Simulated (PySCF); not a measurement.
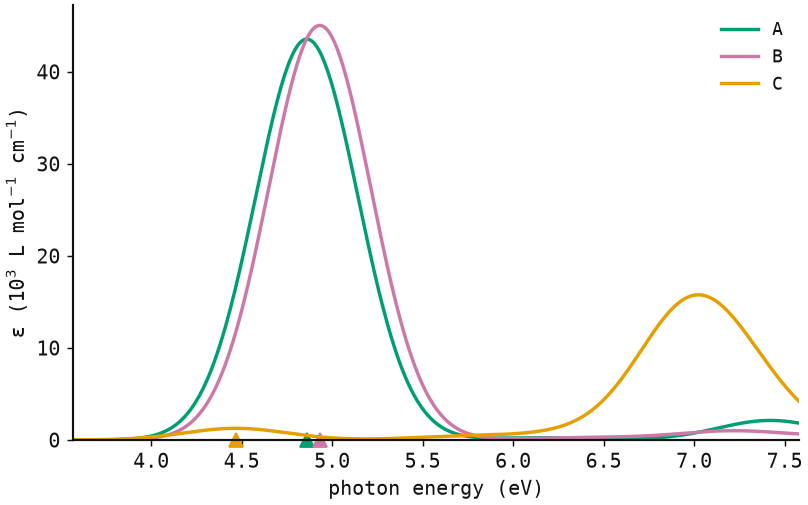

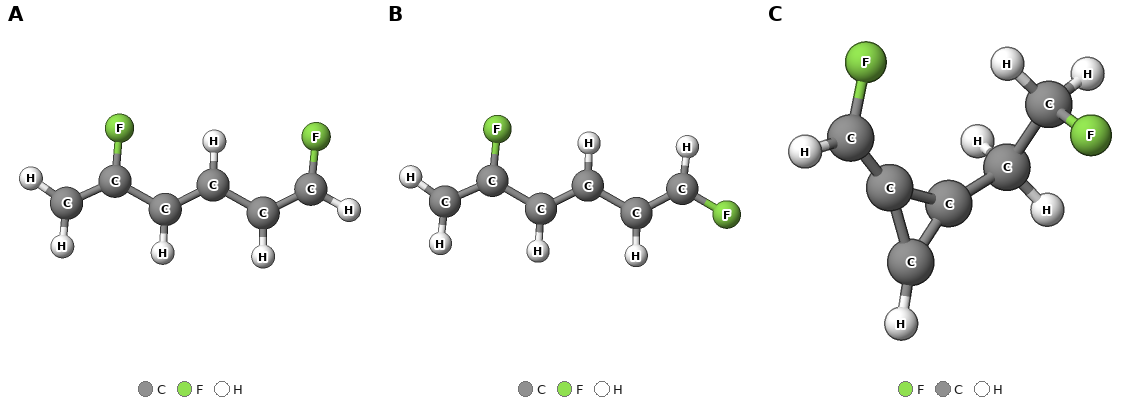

Related molecules: A is C₆H₆F₂, SMILES C=C(F)/C=C/C=C\F; B is C₆H₆F₂, SMILES C=C(F)/C=C/C=C/F; C is C₆H₆F₂, SMILES F/C=C1C=C/1CCF. Vertical TDDFT absorption, CAM-B3LYP/def2-SVPD in PySCF 2.14.0, at a PBE0-D3(BJ)/def2-SVP geometry (no frequency check); Gaussians of 1/e half-width 0.40 eV, triangles mark S1, and the range ends where the computed states of one molecule run out.

### How does the lowest singlet move?

A: 4.86 eV (f = 1.076, mainly HOMO → LUMO (98 %)); B: 4.93 eV (f = 1.112, mainly HOMO → LUMO (98 %)); C: 4.47 eV (f = 0.031, mainly HOMO → LUMO (95 %)). From A to B it shifts 0.07 eV to the blue. From A to C it shifts 0.39 eV to the red, but one of these states is bright and the other nearly dark, so it isn't one band that moves.

### And the brightest state of each within the range drawn?

A: S1 at 4.86 eV, f = 1.08; B: S1 at 4.93 eV, f = 1.11; C: S6 at 6.95 eV, f = 0.30.

Caveats, for all or some of the runs: core orbitals are frozen in the response; one conformer of a flexible molecule; states above the negative HOMO energy depend on the basis.
